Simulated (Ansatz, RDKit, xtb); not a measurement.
# Isomers of B3N3H5OF, a sample narrowed down, part 2 of 2

A sample of isomers of B3N3H5OF is drawn. Aim: find which of them has the lowest free energy at 298.15 K, then its properties. The sample is small against all isomers, and the most stable one of this formula need not be in it.

xtb, Ansatz and PySCF; isolated molecules.

## Step 7: Are they minima? Harmonic frequencies

The lowest few in one piece go on as finalists. In this search the thermal terms come from GFN2-xTB at its own nearest minimum. The first, c865a:

start.xyz

```xyz
13
c865a
B     -1.793302    -0.090702    -0.323589
B      0.333098     0.590425     0.825738
B      0.001138    -1.769059     0.110459
F      0.450825    -3.031085     0.019545
N     -0.952314     0.889814     0.300000
N      0.795399    -0.758218     0.719620
N     -1.281712    -1.432170    -0.405365
O     -3.016550     0.300167    -0.798054
H     -3.524858    -0.406692    -1.201979
H     -1.304829     1.836256     0.361586
H      1.014825     1.443506     1.345341
H      1.706081    -1.005384     1.083844
H     -1.823061    -2.173167    -0.833097
```

Command:

```console
xtb start.xyz --gfn 2 --ohess tight
```

Log, cut to the lines that bear on the results:

```text
* xtb version 6.7.1
[...]
          :  # basis functions                  37          :
[...]
          :  # electrons                        42          :
[...]
          :  Hamiltonian                  GFN2-xTB          :
[...]
          :  net charge                          0          :
          :  unpaired electrons                  0          :
[...]
   *** convergence criteria satisfied after 12 iterations ***
[...]
   *** GEOMETRY OPTIMIZATION CONVERGED AFTER 7 ITERATIONS ***
[...]
   *** convergence criteria satisfied after 3 iterations ***
[...]
         ::                     SUMMARY                     ::
         :::::::::::::::::::::::::::::::::::::::::::::::::::::
         :: total energy             -24.108579916141 Eh    ::
         :: gradient norm              0.000067307486 Eh/a0 ::
         :: HOMO-LUMO gap              5.957606634388 eV    ::
         ::.................................................::
         :: SCC energy               -24.325872607285 Eh    ::
         :: -> isotropic ES            0.138589638980 Eh    ::
         :: -> anisotropic ES          0.007611569381 Eh    ::
         :: -> anisotropic XC         -0.001027136413 Eh    ::
         :: -> dispersion             -0.008027167265 Eh    ::
         :: repulsion energy           0.217292691145 Eh    ::
         :: add. restraining           0.000000000000 Eh    ::
         :: total charge              -0.000000000000 e     ::
         :::::::::::::::::::::::::::::::::::::::::::::::::::::
[...]
        21        2.0000           -0.3971201             -10.8062 (HOMO)
        22                         -0.1781823              -4.8486 (LUMO)
[...]
molecular dipole:
                 x           y           z       tot (Debye)
 q only:       -0.401       0.387      -0.094
   full:       -0.543       0.074      -0.235       1.515
molecular quadrupole (traceless):
[...]
          | TOTAL ENERGY              -24.108579916143 Eh   |
          | TOTAL ENTHALPY            -24.011573706847 Eh   |
          | TOTAL FREE ENERGY         -24.051362717428 Eh   |
          | GRADIENT NORM               0.000067495768 Eh/α |
[...]
```

Wall time 0.91 s (2 threads of AMD EPYC (Zen 3), shared host).

## Step 8: Thermal terms of the finalists

As xtb prints them, at 298.15 K, with its own treatment of low modes:

```csv
label,SMILES,spin,lowest mode (cm⁻¹),zero-point (kcal/mol),G − E (kcal/mol)
c865a,OB1NBNB(F)N1,singlet,140,55.6,35.9
c437b,ON1BNB(F)NB1,singlet,162i,53.7,34.1
c212b,ON1BNBNB1F,singlet,133,54.2,34.5
```

c437b keeps an imaginary mode, so the thermal terms were not taken at a true minimum.

## Step 9: The final energy

Single points at CCSD(T)/def2-SVP + MP2/def2-TZVPP - MP2/def2-SVP on the refined geometries decide the order.

c865a, CCSD(T)/def2-SVP:

input.yaml

```yaml
crystal:
  periodic: [false, false, false]
  atoms:
    - {symbol: B, position_ang: [-1.793302, -0.090702, -0.323589]}
    - {symbol: B, position_ang: [0.333098, 0.590425, 0.825738]}
    - {symbol: B, position_ang: [0.001138, -1.769059, 0.110459]}
    - {symbol: F, position_ang: [0.450825, -3.031085, 0.019545]}
    - {symbol: N, position_ang: [-0.952314, 0.889814, 0.300000]}
    - {symbol: "N", position_ang: [0.795399, -0.758218, 0.719620]}
    - {symbol: "N", position_ang: [-1.281712, -1.432170, -0.405365]}
    - {symbol: O, position_ang: [-3.016550, 0.300167, -0.798054]}
    - {symbol: H, position_ang: [-3.524858, -0.406692, -1.201979]}
    - {symbol: H, position_ang: [-1.304829, 1.836256, 0.361586]}
    - {symbol: H, position_ang: [1.014825, 1.443506, 1.345341]}
    - {symbol: H, position_ang: [1.706081, -1.005384, 1.083844]}
    - {symbol: H, position_ang: [-1.823061, -2.173167, -0.833097]}
basis:
  gaussian: {orbitals: def2-SVP}
total_charge: 0
correlation: {method: ccsd_t, frozen_orbitals: {O: 1, F: 1, H: 0, "N": 1, B: 1}}
```

Command:

```console
ansatz run input.yaml --threads 2 --pin off --max-ram 5220MiB --events-out events.jsonl --progress --plain --runs-dir runs
```

Log, cut to the lines that bear on the results:

```text
Warning: RAYON_NUM_THREADS=2 ignored (pool sized by the plan → 2); use --threads N
Functional definition: HF
  name "HF"
[...]
1367 factors; integrals over basis functions are off by at most 1.3e-3 eV
[...]
mean field -11284.62842885 eV, -414.7024457642 hartree, gradient 1.3e-6 eV, S^2 0.000000; 0 other end points of the search recorded, 0 dependent functions left out
8 core orbitals not correlated: weight in the atoms' cores, before any rotation towards them, 1.000 or more for the frozen orbitals, at most 0.000 for the correlated occupied ones
reference -11284.62842885 eV, -414.7024457642 hartree; 21, 21 occupied and 108, 108 virtual orbitals, 1367 factors
second order -29.65394066 eV of doubles, -0.00000000 eV of singles
cycle   1  -30.01101104 eV  change   -3.6e-1 eV  update   1.2e-1
[...]
cycle   9  -30.81046136 eV  change   -1.4e-5 eV  update   2.5e-5
perturbative correction -0.85124274 eV, -0.0312825936 hartree
Total energy: -11316.29013294 eV, -415.8659919286 hartree
```

It took 1.7 min on 2 threads of AMD EPYC (Zen 3), shared host; peak memory 1.1 GiB.

## Step 10: c865a at MP2/def2-TZVPP

input.yaml

```yaml
crystal:
  periodic: [false, false, false]
  atoms:
    - symbol: B
      position_ang: [-1.793302, -0.090702, -0.323589]
    - symbol: B
      position_ang: [0.333098, 0.590425, 0.825738]
    - symbol: B
      position_ang: [0.001138, -1.769059, 0.110459]
    - symbol: F
      position_ang: [0.450825, -3.031085, 0.019545]
    - symbol: N
      position_ang: [-0.952314, 0.889814, 0.300000]
    - symbol: N
      position_ang: [0.795399, -0.758218, 0.719620]
    - symbol: N
      position_ang: [-1.281712, -1.432170, -0.405365]
    - symbol: O
      position_ang: [-3.016550, 0.300167, -0.798054]
    - symbol: H
      position_ang: [-3.524858, -0.406692, -1.201979]
    - symbol: H
      position_ang: [-1.304829, 1.836256, 0.361586]
    - symbol: H
      position_ang: [1.014825, 1.443506, 1.345341]
    - symbol: H
      position_ang: [1.706081, -1.005384, 1.083844]
    - symbol: H
      position_ang: [-1.823061, -2.173167, -0.833097]
basis:
  gaussian: {orbitals: def2-TZVPP}
correlation: {method: mp2, frozen_orbitals: {O: 1, F: 1, H: 0, "N": 1, B: 1}}
```

Command:

```console
ansatz run input.yaml --threads 2 --pin off --max-ram 5220MiB --events-out events.jsonl --progress --plain --runs-dir runs
```

Log:

```text
Warning: RAYON_NUM_THREADS=2 ignored (pool sized by the plan → 2); use --threads N
[... 2 set-up lines as earlier in the session ...]
  exchange = exact_x
  correlation = 0
1963 factors; integrals over basis functions are off by at most 1.3e-3 eV
mean field evaluation 1: about -11290.1255 eV, gradient 6.2e1 eV
mean field evaluation 2: about -11290.3692 eV, gradient 6.2e1 eV
mean field evaluation 4: about -11297.8027 eV, gradient 4.3e0 eV
mean field evaluation 8: about -11297.8790 eV, gradient 3.2e-1 eV
mean field -11297.87928070 eV, -415.1894055879 hartree, gradient 1.6e-6 eV, S^2 0.000000; 0 other end points of the search recorded, 0 dependent functions left out
8 core orbitals not correlated: weight in the atoms' cores, before any rotation towards them, 1.000 or more for the frozen orbitals, at most 0.000 for the correlated occupied ones
reference -11297.87928070 eV, -415.1894055879 hartree; 21, 21 occupied and 289, 289 virtual orbitals, 1963 factors
second order -37.35983630 eV of doubles, -0.00000000 eV of singles
Total energy: -11335.23911699 eV, -416.5623542484 hartree
```

Run time: 28 s. Hardware: 2 threads of AMD EPYC (Zen 3), shared host; peak memory 1.1 GiB.

## Step 11: c437b at CCSD(T)/def2-SVP

input.yaml

```yaml
crystal:
  periodic: [false, false, false]
  atoms:
    - {symbol: B, position_ang: [-2.375236, 0.799841, -0.232247]}
    - {symbol: B, position_ang: [-0.184929, -0.315217, 0.189765]}
    - {symbol: B, position_ang: [-0.213173, 2.031017, -0.654728]}
    - {symbol: F, position_ang: [0.505932, -1.393861, 0.581884]}
    - {symbol: "N", position_ang: [-1.641433, 1.964917, -0.619152]}
    - {symbol: "N", position_ang: [-1.608731, -0.327393, 0.181924]}
    - {symbol: "N", position_ang: [0.489252, 0.867360, -0.227887]}
    - {symbol: O, position_ang: [-2.358367, 3.054357, -1.113100]}
    - {symbol: H, position_ang: [-2.526130, 3.614918, -0.344723]}
    - {symbol: H, position_ang: [-3.579758, 0.793876, -0.248084]}
    - {symbol: H, position_ang: [-2.089889, -1.169459, 0.471590]}
    - {symbol: H, position_ang: [1.501390, 0.875687, -0.229919]}
    - {symbol: H, position_ang: [0.350871, 3.032196, -1.016205]}
basis:
  gaussian:
    orbitals: def2-SVP
correlation:
  method: ccsd_t
  frozen_orbitals: {O: 1, F: 1, H: 0, "N": 1, B: 1}
```

Command:

```console
ansatz run input.yaml --threads 2 --pin off --max-ram 5220MiB --events-out events.jsonl --progress --plain --runs-dir runs
```

Log, cut to the lines that bear on the results:

```text
Warning: RAYON_NUM_THREADS=2 ignored (pool sized by the plan → 2); use --threads N
[... 2 set-up lines as earlier in the session ...]
[...]
1369 factors; integrals over basis functions are off by at most 1.2e-3 eV
[...]
mean field -11280.74586158 eV, -414.5597640490 hartree, gradient 9.2e-7 eV, S^2 0.000000; 0 other end points of the search recorded, 0 dependent functions left out
8 core orbitals not correlated: weight in the atoms' cores, before any rotation towards them, 1.000 or more for the frozen orbitals, at most 0.000 for the correlated occupied ones
reference -11280.74586158 eV, -414.5597640490 hartree; 21, 21 occupied and 108, 108 virtual orbitals, 1369 factors
second order -29.71676514 eV of doubles, -0.00000000 eV of singles
cycle   1  -30.12084137 eV  change   -4.0e-1 eV  update   1.2e-1
[...]
cycle   9  -30.98979938 eV  change   -2.9e-5 eV  update   2.9e-5
perturbative correction -0.89618692 eV, -0.0329342618 hartree
Total energy: -11312.63184788 eV, -415.7315524325 hartree
```

Wall time 1.7 min (2 threads of AMD EPYC (Zen 3), shared host); peak memory 1.1 GiB.

## Step 12: The ranking

Energies in kcal/mol from c865a; G adds the thermal terms to the CCSD(T)/def2-SVP + MP2/def2-TZVPP - MP2/def2-SVP energy. The columns left of the relaxed level are at the tight-binding geometries.

```csv
label,SMILES,spin,GFN2-xTB,HF/STO-3G,r2SCAN-D4/def2-SVP,PBE0-D3(BJ)/def2-SVP,HF/def2-SVP,MP2/def2-SVP,CCSD(T)/def2-SVP + MP2/def2-TZVPP - MP2/def2-SVP,G,share at equilibrium,T1
c865a,OB1NBNB(F)N1,singlet,0.0,0.0,0.0,0.0,0.0,0.0,0.0,0.0,100.0 %,0.014
c437b,ON1BNB(F)NB1,singlet,57.9,62.5,85.2,83.6,89.5,88.1,85.0,83.2,< 0.1 %,0.015
c212b,ON1BNBNB1F,singlet,57.2,63.5,86.4,85.2,92.5,90.8,86.7,85.3,< 0.1 %,0.015
```

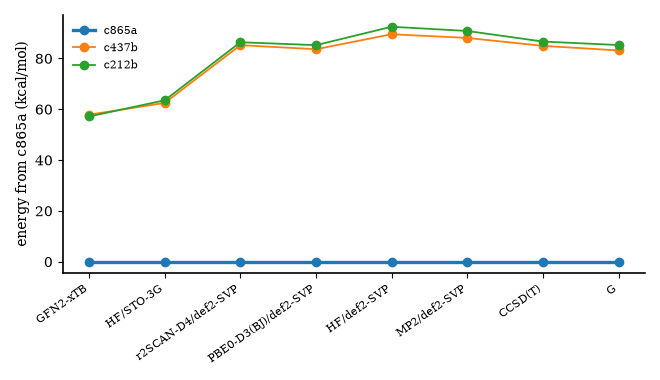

The finalists at each level, measured from c865a.

Lowest found: c865a, `OB1NBNB(F)N1`, a singlet. Bond lengths: B3–F4 1.343 Å, B1–N5 1.434 Å, B2–N5 1.421 Å, B2–N6 1.430 Å, B3–N6 1.423 Å, B1–N7 1.438 Å, B3–N7 1.423 Å, B1–O8 1.369 Å, O8–H9 0.960 Å, N5–H10 1.012 Å, B2–H11 1.209 Å, N6–H12 1.011 Å, N7–H13 1.012 Å. Some angles: F4–B3–N6 120.7°, F4–B3–N7 120.0°, N6–B3–N7 119.4°, B1–N5–B2 123.2°, N5–B1–N7 117.0°, N5–B1–O8 118.6°, N7–B1–O8 124.4°, N5–B2–N6 117.6°, B2–N6–B3 121.4°, B1–N7–B3 121.4°.

```xyz
13

B    -1.7933   -0.0907   -0.3236
B     0.3331    0.5904    0.8257
B     0.0011   -1.7691    0.1105
F     0.4508   -3.0311    0.0195
N    -0.9523    0.8898    0.3000
N     0.7954   -0.7582    0.7196
N    -1.2817   -1.4322   -0.4054
O    -3.0166    0.3002   -0.7981
H    -3.5249   -0.4067   -1.2020
H    -1.3048    1.8363    0.3616
H     1.0148    1.4435    1.3453
H     1.7061   -1.0054    1.0838
H    -1.8231   -2.1732   -0.8331
```

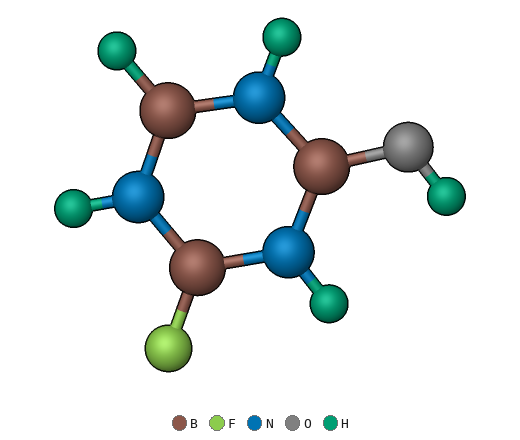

The lowest structure found, seen from a chosen angle (boron brown, fluorine green, nitrogen blue, oxygen grey, hydrogen teal).

## Step 13: What came out

The summary covers parts 1 to 2.

```
                                 quantity                                                                   value
                   lowest structure found                                                   OB1NBNB(F)N1, singlet
                            next finalist                        ON1BNB(F)NB1, singlet, 83.2 kcal/mol higher in G
share at equilibrium, among the finalists                                                                 100.0 %
                                   funnel  12 starts, 4 minima at GFN2-xTB, 6 screening runs, 3 relaxed, 3 ranked
                     CPU time of all runs                                                                  20 min
```

`OB1NBNB(F)N1` comes out lowest. The margin of 83.2 kcal/mol over the next finalist is beyond the usual error of the last level; it says nothing of structures that weren't ranked. GFN2-xTB, HF/STO-3G, r2SCAN-D4/def2-SVP, PBE0-D3(BJ)/def2-SVP, HF/def2-SVP and MP2/def2-SVP already put its bonding pattern lowest among the structures in one piece. The largest share of the time went into the final energies (65 %). Lowest found is not proven lowest: the search is finite, and each finalist counts with one conformer. Only 3 drawn patterns were tried, so whole families of isomers are missing, and the result ranks this sample alone. The lowest isomer need not be the one that is made and kept in a bottle, which depends on barriers.
